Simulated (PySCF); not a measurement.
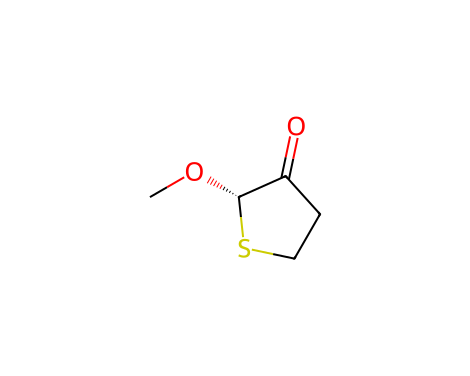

The geometry was computed by an optimisation with GFN2-xTB. No frequency run is at hand to confirm it as a minimum. Method: CAM-B3LYP/def2-SVPD, gas phase (PySCF 2.14.0). Excitations: vertical, linear response.

**Estimate the HOMO energy (Kohn–Sham orbital).**

−8.34 eV.

**What is the brightest of the 8 lowest singlets?**

7.17 eV.

**What is the dipole moment?**

2.47 D.

**What is the lowest vertical singlet excitation?**

4.22 eV.
